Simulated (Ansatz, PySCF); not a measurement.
Pulling on the As1–As2 bond in As2 (multiplicity 1 held). Energies count from the point at 2.104 Å.


R- and RO- levels are restricted; in cc, def2 and unpolarised 6-31G sets they are followed outwards from rest. U- levels take the lowest unrestricted solution at each point, which mixes spins at long bonds. Active spaces are followed from rest. Left out are points that failed, MP2 points that dive below the minimum, coupled-cluster points behind a jump of the amplitudes or a sharp parting from full CI or MRCI, small-basis points behind a change of solution, and semi-empirical points at long bonds. Levels need not reach the same state.

Cores are frozen in the correlated methods. Filled d and f shells under p-block atoms count as core. Rows in LANL2DZ carry no dispersion term and start afresh at each structure. LANL2DZ brings its own core potentials from Na on.

Programs: Ansatz (Gaussian orbitals); PySCF for LANL2DZ rows. Values without a source in brackets are computed.

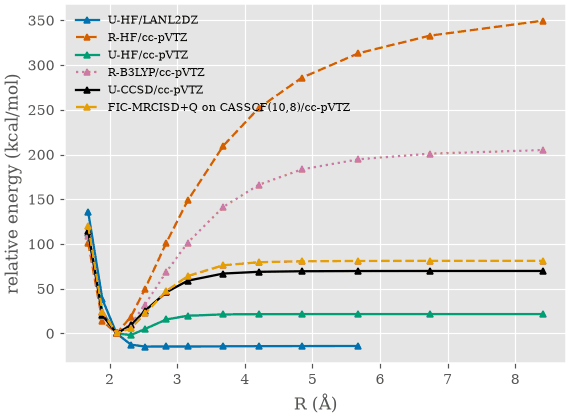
Fig. 1. Relative energy along the coordinate

Problem. Read off the R-B3LYP/cc-pVTZ curve at R = 5.681.

Solution. about 190 kcal/mol

Doubts at one or more of the structures used: a spin-contaminated determinant (U-HF/LANL2DZ, U-HF/cc-pVTZ, U-CCSD/cc-pVTZ); a restricted determinant that unrestricted orbitals would lower (R-HF/cc-pVTZ, R-B3LYP/cc-pVTZ); T1 above 0.05 (U-CCSD/cc-pVTZ); the program's own flag: large difference (U-CCSD/cc-pVTZ).

Ansatz is an electronic-structure program.
